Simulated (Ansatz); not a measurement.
# BH3OS2: rotation by 180° about the S1–B2 bond, part 2 of 2

Wanted: the energy profile along the rotation by 180° about the S1–B2 bond, from relaxed end points and a band of images. SMILES of the start: SBOS.

Ansatz 0.2.0; RKS PBE-D4/def2-SVP. Earlier steps stand in the parts before.

### Step 6. Frequencies at the highest image

The geometry is the highest inner image of the first converged band.

input.yaml reads:

```yaml
crystal:
  periodic: [false, false, false]
  atoms:
    - { symbol: S, position_ang: [-1.382057, 1.749992, 0.070483] }
    - { symbol: B, position_ang: [-0.046885, 0.459372, 0.080688] }
    - { symbol: O, position_ang: [-0.147522, -0.508295, -0.860557] }
    - { symbol: S, position_ang: [0.997052, -1.790614, -1.036565] }
    - { symbol: H, position_ang: [-2.159114, 1.015887, 0.916829] }
    - { symbol: H, position_ang: [0.895868, 0.476195, 0.858107] }
    - { symbol: H, position_ang: [1.842669, -1.402535, -0.028986] }
basis:
  gaussian: { orbitals: def2-SVP }
hamiltonian:
  xc: pbe
  dispersion: d4
phonons: {}
```

Command:

```bash
ansatz run input.yaml --threads 1 --pin off --max-ram 2048MiB --backend cpu --events-out ev --progress --plain --runs-dir out
```

What it wrote (excerpt; [...] marks lines left out):

```text
Warning: RAYON_NUM_THREADS=1 ignored (pool sized by the plan → 1); use --threads N
[...]
Functional definition: PBE
[...]
881 factors; their error is unknown
[...]
mean field -24421.80468792 eV, -897.4847685873 hartree, gradient 2.5e-5 eV, S^2 0.000000; 0 other end points of the search recorded, 0 dependent functions left out
[...]
reference -24421.80471553 eV, -897.4847696019 hartree; 24, 24 occupied and 55, 55 virtual orbitals, 881 factors
[...]
881 factors; their error is unknown
mean field -24421.80459689 eV, -897.4847652421 hartree, gradient 2.1e-6 eV, S^2 0.000000; 0 other end points of the search recorded, 0 dependent functions left out
[...]
reference -24421.80462450 eV, -897.4847662567 hartree; 24, 24 occupied and 55, 55 virtual orbitals, 881 factors
[...]
881 factors; their error is unknown
[...]
reference -24421.80465839 eV, -897.4847675020 hartree; 24, 24 occupied and 55, 55 virtual orbitals, 881 factors
[...]
881 factors; their error is unknown
[...]
mean field -24421.80467635 eV, -897.4847681622 hartree, gradient 1.3e-6 eV, S^2 0.000000; 0 other end points of the search recorded, 0 dependent functions left out
[...]
reference -24421.80470397 eV, -897.4847691772 hartree; 24, 24 occupied and 55, 55 virtual orbitals, 881 factors
[...]
881 factors; their error is unknown
mean field -24421.80460115 eV, -897.4847653986 hartree, gradient 1.1e-6 eV, S^2 0.000000; 0 other end points of the search recorded, 0 dependent functions left out
[...]
reference -24421.80462875 eV, -897.4847664130 hartree; 24, 24 occupied and 55, 55 virtual orbitals, 881 factors
[...]
881 factors; their error is unknown
mean field -24421.80459633 eV, -897.4847652215 hartree, gradient 8.0e-7 eV, S^2 0.000000; 0 other end points of the search recorded, 0 dependent functions left out
[...]
```

### Step 7. The log goes on: vibrations at the highest image of the band

The log, continued (excerpt; [...] marks lines left out):

```text
reference -24421.80462394 eV, -897.4847662360 hartree; 24, 24 occupied and 55, 55 virtual orbitals, 881 factors
[...]
881 factors; their error is unknown
mean field -24421.80468056 eV, -897.4847683167 hartree, gradient 1.3e-6 eV, S^2 0.000000; 0 other end points of the search recorded, 0 dependent functions left out
[...]
reference -24421.80470817 eV, -897.4847693315 hartree; 24, 24 occupied and 55, 55 virtual orbitals, 881 factors
[...]
881 factors; their error is unknown
mean field -24421.80463272 eV, -897.4847665589 hartree, gradient 2.1e-6 eV, S^2 0.000000; 0 other end points of the search recorded, 0 dependent functions left out
[...]
reference -24421.80466034 eV, -897.4847675738 hartree; 24, 24 occupied and 55, 55 virtual orbitals, 881 factors
[...]
881 factors; their error is unknown
[...]
mean field -24421.80464194 eV, -897.4847668975 hartree, gradient 2.1e-6 eV, S^2 0.000000; 0 other end points of the search recorded, 0 dependent functions left out
[...]
WARN: phonons: modes at or below zero, which the zero-point energy, F, S and C_V leave out: 1, the lowest at -411.93 cm⁻¹. A minimum has none, and a first-order saddle one
Total energy: -24421.95092391 eV, -897.4901426609 hartree
Atom 0 at    -1.382057     1.749992     0.070483 Å, force    -0.001492    -0.009284     0.002894 eV/Å
Atom 1 at    -0.046885     0.459372     0.080688 Å, force    -0.000348     0.009809     0.006208 eV/Å
Atom 2 at    -0.147522    -0.508295    -0.860557 Å, force    -0.001717     0.000001    -0.003512 eV/Å
Atom 3 at     0.997052    -1.790614    -1.036565 Å, force     0.004144    -0.000234     0.004050 eV/Å
Atom 4 at    -2.159114     1.015887     0.916829 Å, force     0.003901     0.003518    -0.003760 eV/Å
Atom 5 at     0.895868     0.476195     0.858107 Å, force    -0.000713    -0.002192    -0.002719 eV/Å
Atom 6 at     1.842669    -1.402535    -0.028986 Å, force    -0.003775    -0.001617    -0.003161 eV/Å
Dipole moment:     0.238980    -0.273353     0.252016 e Å
Vibrations: -411.93 152.74 197.91 200.51 312.37 615.79 621.30 772.11 866.87 928.25 1071.07 1285.59 2515.43 2543.55 2610.91 cm⁻¹, zero-point energy 0.910937 eV
```

Wall time 1.7 min (1 thread of Intel Xeon at 2.50GHz (Skylake/Cascade Lake), shared host); peak memory 0.12 GiB.

Of 15 modes, 1 is imaginary by more than 30 cm⁻¹ (412i cm⁻¹).

### Step 8. The band again, with other settings

crystal.atoms is end A as relaxed above, and neb.final_atoms is end B, turned to lie on A. With 5 inner images the band has 7 in all. The start path is listed, through a guess of the saddle.

input.yaml reads:

```yaml
crystal:
  periodic: [false, false, false]
  atoms:
    - { symbol: S, position_ang: [-1.282083, 1.642518, 0.71336] }
    - { symbol: B, position_ang: [0.005985, 0.44771, 0.289884] }
    - { symbol: O, position_ang: [-0.313406, -0.62682, -0.486801] }
    - { symbol: S, position_ang: [0.825828, -1.823593, -0.953611] }
    - { symbol: H, position_ang: [-2.285041, 1.009533, 0.039038] }
    - { symbol: H, position_ang: [1.13026, 0.643361, 0.716801] }
    - { symbol: H, position_ang: [1.918467, -1.292708, -0.318672] }
basis:
  gaussian: { orbitals: def2-SVP }
hamiltonian:
  xc: pbe
  dispersion: d4
neb:
  order_check: false
  images: 5
  f_tol: 0.05
  max_iterations: 60
  max_displacement: 0.5
  optimiser: lbfgs
  final_atoms:
    - { symbol: S, position_ang: [-1.88971784, 1.04464946, 0.16624282] }
    - { symbol: B, position_ang: [-0.28521665, 0.20477074, 0.05593943] }
    - { symbol: O, position_ang: [-0.26351667, -0.94342355, -0.67778852] }
    - { symbol: S, position_ang: [1.1411514, -1.89062746, -0.91142134] }
    - { symbol: H, position_ang: [-1.42131967, 2.05778948, 0.94416155] }
    - { symbol: H, position_ang: [0.71055895, 0.64367495, 0.60578421] }
    - { symbol: H, position_ang: [2.00807048, -1.11683262, -0.18291917] }
  initial_path:
    images:
      - { positions_ang: [[-1.282083, 1.642518, 0.71336], [0.005985, 0.44771, 0.289884], [-0.313406, -0.62682, -0.486801], [0.825828, -1.823593, -0.953611], [-2.285041, 1.009533, 0.039038], [1.13026, 0.643361, 0.716801], [1.918467, -1.292708, -0.318672]] }
      - { positions_ang: [[-1.30867681, 1.6491955, 0.49531446], [-0.00427604, 0.45727326, 0.2268539], [-0.23680863, -0.58421693, -0.59212169], [0.87015691, -1.80565741, -0.99142985], [-2.24643189, 1.01726232, 0.32750816], [1.02866353, 0.62994154, 0.77809421], [1.89738293, -1.36379728, -0.24422018]] }
      - { positions_ang: [[-1.33527062, 1.655873, 0.27726893], [-0.01453708, 0.46683653, 0.16382379], [-0.16021126, -0.54161386, -0.69744239], [0.91448582, -1.78772182, -1.02924869], [-2.20782279, 1.02499163, 0.61597832], [0.92706706, 0.61652207, 0.83938741], [1.87629886, -1.43488655, -0.16976836]] }
      - { positions_ang: [[-1.36186442, 1.6625505, 0.05922339], [-0.02479812, 0.47639979, 0.10079369], [-0.08361389, -0.49901078, -0.80276308], [0.95881473, -1.76978624, -1.06706754], [-2.16921368, 1.03272095, 0.90444848], [0.82547059, 0.60310261, 0.90068062], [1.8552148, -1.50597583, -0.09531655]] }
      - { positions_ang: [[-1.53781556, 1.45658348, 0.09489654], [-0.1116043, 0.38585677, 0.08584227], [-0.14358148, -0.64714837, -0.7611049], [1.01959362, -1.81006665, -1.01518547], [-1.91991568, 1.37441046, 0.91768617], [0.78716671, 0.61662673, 0.80238181], [1.90616669, -1.37626142, -0.12451742]] }
      - { positions_ang: [[-1.7137667, 1.25061647, 0.13056968], [-0.19841047, 0.29531376, 0.07089085], [-0.20354908, -0.79528596, -0.71944671], [1.08037251, -1.85034706, -0.96330341], [-1.67061767, 1.71609997, 0.93092386], [0.74886283, 0.63015084, 0.70408301], [1.95711859, -1.24654702, -0.15371829]] }
      - { positions_ang: [[-1.88971784, 1.04464946, 0.16624282], [-0.28521665, 0.20477074, 0.05593943], [-0.26351667, -0.94342355, -0.67778852], [1.1411514, -1.89062746, -0.91142134], [-1.42131967, 2.05778948, 0.94416155], [0.71055895, 0.64367495, 0.60578421], [2.00807048, -1.11683262, -0.18291917]] }
```

Command:

```bash
ansatz run input.yaml --threads 1 --pin off --max-ram 2048MiB --backend cpu --events-out ev --progress --plain --runs-dir out
```

What it wrote (excerpt; [...] marks lines left out):

```text
Warning: RAYON_NUM_THREADS=1 ignored (pool sized by the plan → 1); use --threads N
[...]
Functional definition: PBE
[...]
881 factors; their error is unknown
[...]
mean field -24422.27470313 eV, -897.5020413278 hartree, gradient 2.9e-5 eV, S^2 0.000000; 0 other end points of the search recorded, 0 dependent functions left out
[...]
reference -24422.27473068 eV, -897.5020423403 hartree; 24, 24 occupied and 55, 55 virtual orbitals, 881 factors
881 factors; their error is unknown
[...]
mean field -24422.23260035 eV, -897.5004940792 hartree, gradient 3.4e-5 eV, S^2 0.000000; 0 other end points of the search recorded, 0 dependent functions left out
[...]
reference -24422.23262797 eV, -897.5004950942 hartree; 24, 24 occupied and 55, 55 virtual orbitals, 881 factors
NEB end point (image 0): max|allowed force component| = 3.586e-3 eV/Å (the criterion of neb.relax_end_points is 1.000e-2)
[...]
NEB iter  36: max|band force component| = 4.573e-2 eV/Å  barrier→ = 0.4710 eV  barrier← = 0.4285 eV  CI = image 3  Δτ_max = 0.0000 Å  (241 SCF iters)
Total energy: -24421.95084467 eV, -897.4901397487 hartree
Atom 0 at    -1.397631     1.738119     0.044959 Å, force    -0.004982    -0.005908    -0.013038 eV/Å
Atom 1 at    -0.050947     0.458930     0.090524 Å, force    -0.007163    -0.007980    -0.012375 eV/Å
Atom 2 at    -0.135534    -0.507175    -0.854157 Å, force     0.002468     0.002211    -0.023443 eV/Å
Atom 3 at     1.002452    -1.789860    -1.051537 Å, force     0.009971     0.002775     0.005363 eV/Å
Atom 4 at    -2.160812     1.042439     0.934998 Å, force     0.027533     0.011902     0.027114 eV/Å
Atom 5 at     0.879441     0.486049     0.882448 Å, force    -0.015879    -0.027622     0.000512 eV/Å
Atom 6 at     1.863041    -1.428501    -0.047236 Å, force    -0.011947     0.024621     0.015866 eV/Å
Dipole moment:     0.247657    -0.274850     0.257489 e Å
this run last wrote the band of iteration 36 to <dir>
```

Run time: 11 min. Hardware: 1 thread of Intel Xeon at 2.50GHz (Skylake/Cascade Lake), shared host; peak memory 0.15 GiB.

### Step 9. Images and barrier

Images 0 and 6 are the ends. Energies count from image 0; the path length is the program's own measure over all atoms.

| image | path (Å) | energy (eV) | dihedral H5–S1–B2–O3 (°) | band force (eV/Å) |
| --- | --- | --- | --- | --- |
| 0 | 0.000 | 0.0000 | 0 | - |
| 1 | 0.490 | 0.1020 | 26 | 0.039 |
| 2 | 0.970 | 0.3656 | 61 | 0.040 |
| 3* | 1.439 | 0.4710 | 93 | 0.028 |
| 4 | 1.935 | 0.3364 | 123 | 0.039 |
| 5 | 2.421 | 0.1326 | 153 | 0.046 |
| 6 | 2.902 | 0.0425 | -180 | - |

The star marks the climbing image.

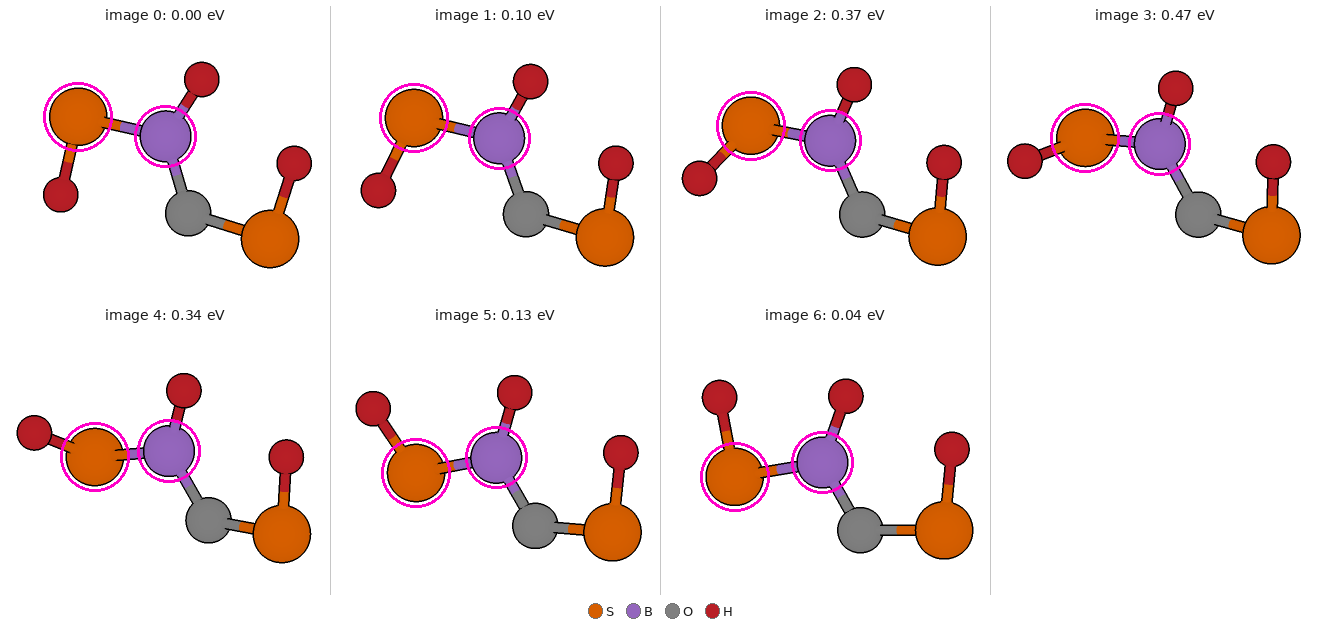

Snapshots along the band, viewed from a free direction. Ringed: S1, B2. Sticks join atoms closer than a bonding distance in each image.

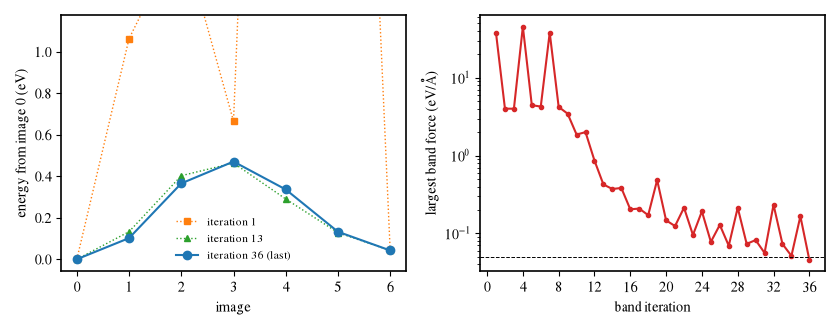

Left: energy of each image for early iterations and the last one (lines only join the points; early values far above the last band run off the scale). Right: the largest band force by iteration, with the threshold dashed.

### Step 10. The band again, with other settings

crystal.atoms is end A as relaxed above, and neb.final_atoms is end B, turned to lie on A. With 5 inner images the band has 7 in all. The start path is listed, through a guess of the saddle.

input.yaml: that of step 8 with these lines changed.

```diff
@@ -19,5 +19,3 @@
   f_tol: 0.05
-  max_iterations: 60
-  max_displacement: 0.5
-  optimiser: lbfgs
+  max_iterations: 3
   final_atoms:
```

Command:

```bash
ansatz run input.yaml --threads 1 --pin off --max-ram 2048MiB --backend cpu --events-out ev --progress --plain --runs-dir out
```

What it wrote:

```text
Warning: RAYON_NUM_THREADS=1 ignored (pool sized by the plan → 1); use --threads N
Engine: ansatz 0.2.0, x86_64-unknown-linux-gnu
Functional definition: PBE
  parameter kappa = 0.804
  parameter beta = 0.06672455060314922
  exchange = pbe_x(kappa = kappa, mu = beta*pi^2/3)
  correlation = pbe_c(beta = beta)
881 factors; their error is unknown
mean field evaluation 1: about -24418.1961 eV, gradient 4.4e1 eV
mean field evaluation 2: about -24394.4398 eV, gradient 1.1e2 eV
mean field evaluation 4: about -24422.1688 eV, gradient 7.6e0 eV
mean field evaluation 8: about -24422.3210 eV, gradient 1.4e-1 eV
mean field evaluation 16: about -24422.2747 eV, gradient 2.9e-5 eV
mean field -24422.27470313 eV, -897.5020413278 hartree, gradient 2.9e-5 eV, S^2 0.000000; 0 other end points of the search recorded, 0 dependent functions left out
[... 4 lines left out ...]
mean field -24422.23260035 eV, -897.5004940792 hartree, gradient 3.4e-5 eV, S^2 0.000000; 0 other end points of the search recorded, 0 dependent functions left out
[... 2 lines left out ...]
NEB end point (image 0): max|allowed force component| = 3.586e-3 eV/Å (the criterion of neb.relax_end_points is 1.000e-2)
NEB end point (image 6): max|allowed force component| = 5.554e-4 eV/Å (the criterion of neb.relax_end_points is 1.000e-2)
[... 1 line left out ...]
mean field -24421.21093769 eV, -897.4629486689 hartree, gradient 4.0e-5 eV, S^2 0.000000; 0 other end points of the search recorded, 0 dependent functions left out
[... 4 lines left out ...]
mean field -24420.70398597 eV, -897.4443185367 hartree, gradient 3.5e-5 eV, S^2 0.000000; 0 other end points of the search recorded, 0 dependent functions left out
[... 3 lines left out ...]
mean field -24421.60844732 eV, -897.4775568781 hartree, gradient 5.2e-5 eV, S^2 0.000000; 0 other end points of the search recorded, 0 dependent functions left out
[... 4 lines left out ...]
mean field -24415.52877227 eV, -897.2541329411 hartree, gradient 4.3e-5 eV, S^2 0.000000; 0 other end points of the search recorded, 0 dependent functions left out
[... 3 lines left out ...]
mean field -24416.55461477 eV, -897.2918319578 hartree, gradient 4.4e-5 eV, S^2 0.000000; 0 other end points of the search recorded, 0 dependent functions left out
[... from here on, the SCF cycles and remarks between the steps are left out ...]
NEB iter   1: max|band force component| = 3.785e1 eV/Å  barrier→ = 6.7454 eV  barrier← = 6.7030 eV  Δτ_max = 0.1783 Å  (184 SCF iters)
NEB iter   2: max|band force component| = 8.927e0 eV/Å  barrier→ = 1.2337 eV  barrier← = 1.1912 eV  Δτ_max = 0.1919 Å  (156 SCF iters)
NEB iter   3: max|band force component| = 5.139e0 eV/Å  barrier→ = 0.7246 eV  barrier← = 0.6821 eV  Δτ_max = 0.1247 Å  (148 SCF iters)
[...]
this run last wrote the band of iteration 3 to <dir>
Error: NEB band did not converge after 3 iterations: max|band force component| = 5.14e0 eV/Å (threshold 5.0e-2); raise `neb.max_iterations` in a new run, which can start from the last band evaluated (`neb.initial_path`, with `crystal.atoms` and `neb.final_atoms` set to its first and last images), add images, or start from endpoints closer to local minima. Where this run's directory can be resumed (`checkpoint.write`), a resume goes on for up to `neb.max_iterations` more; to start a new run from the last band, take its images' positions from the `neb_iteration` event of iteration 3 (`data.images[].positions_ang`), in the event stream of the run that computed that iteration (not this run's, if it was resumed behind it). With `checkpoint.write`, `steps/00-neb/state/checkpoint.json` in the run directory holds the last saved band, under `neb.evaluated.images[].positions_ang` (a band under a hybrid functional on support functions is neither saved nor resumed: `neb.initial_path` says where its path is): check the last entry of `neb.iterations` there, which is earlier than 3 if that iteration was not saved or its write failed. If the band's step has no `state` directory and holds `state.next`, a write was cut short, and the file is under `state.next` instead (behind a loss of power it can be under `state.prev`)
this run wrote the band of iteration 3 to <dir> as well, whether or not its events were kept: a new run's `neb.initial_path` can list its `images[].positions_ang`
a run's events are kept only if it was started with --events-out <file>, and are in that file
```

Run time: 63 s. Hardware: 1 thread of Intel Xeon at 2.50GHz (Skylake/Cascade Lake), shared host; peak memory 0.12 GiB.

### Step 11. The band, image by image

The run ended unconverged after 3 band iterations. The table shows its last band, which is no minimum-energy path. Images 0 and 6 are the ends. Energies count from image 0; the path length is the program's own measure over all atoms.

| image | path (Å) | energy (eV) | dihedral H5–S1–B2–O3 (°) | band force (eV/Å) |
| --- | --- | --- | --- | --- |
| 0 | 0.000 | 0.0000 | 0 | - |
| 1 | 0.508 | 0.1255 | 21 | 0.907 |
| 2 | 1.017 | 0.4560 | 54 | 1.160 |
| 3 | 1.525 | 0.6533 | 85 | 1.091 |
| 4 | 2.025 | 0.7246 | 118 | 5.139 |
| 5 | 2.524 | 0.4362 | 154 | 4.538 |
| 6 | 3.024 | 0.0425 | -180 | - |

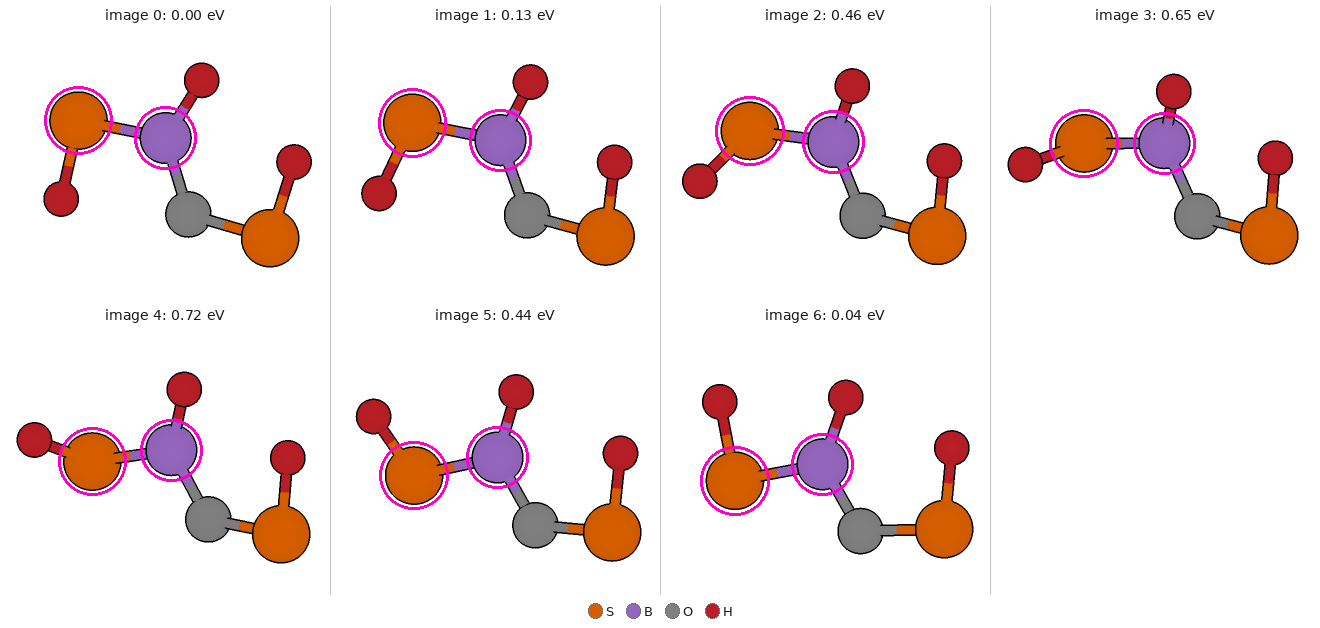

The images of the last band, seen from a free direction. Ringed: S1, B2. Sticks join atoms closer than a bonding distance in each image.

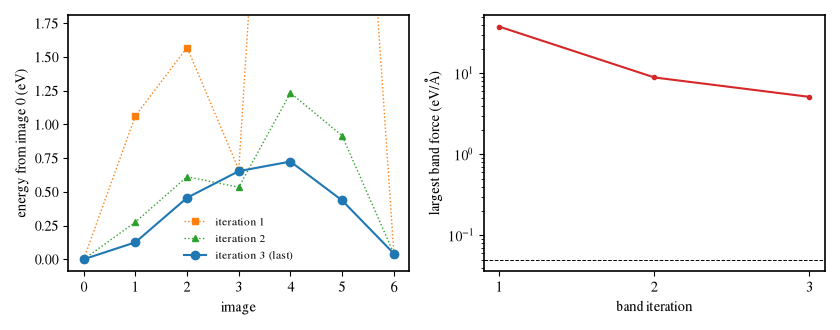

Left: energy of each image for early iterations and the last one (lines only join the points; early values far above the last band run off the scale). Right: the largest band force by iteration, with the threshold dashed.

### Step 12. What came out

The summary covers parts 1 to 2.

| quantity | value |
| --- | --- |
| end A | 6 moves, 0.130 eV lower |
| end B | 7 moves, 0.117 eV lower |
| first band: barrier forwards | 0.471 eV |
| first band: barrier backwards | 0.428 eV |
| first band: second end relative to first | +0.042 eV |
| first band: highest image | 3 of 0 to 6, climbing |
| first band: band iterations | 8 |
| imaginary modes at the top | 412i cm⁻¹ |
| second band | top 0.471 eV above image 0, 36 iterations, 5 inner images |
| time, first and second band | 2.9 min and 11 min |
| third band | not converged, 3 iterations, 5 inner images, none climbing |
| time, first and third band | 2.9 min and 63 s |

In the first band: the barrier from the first end is 0.47 eV, 18 times kT at 300 K; with a typical attempt rate of 10^13 per second that is roughly 10^5 events a second. The second end lies 0.042 eV above the first, so the way back costs 0.43 eV. The listed dihedral goes from 0° at end A through 89° at the highest image to -180° at end B. One imaginary mode, as a first-order saddle point has. The second band's top agrees with the first's to 1 meV, so the changed settings hardly move the height. As for the third band: the cap on iterations is too low for the band to settle. These are electronic energies, with no zero-point or thermal terms.
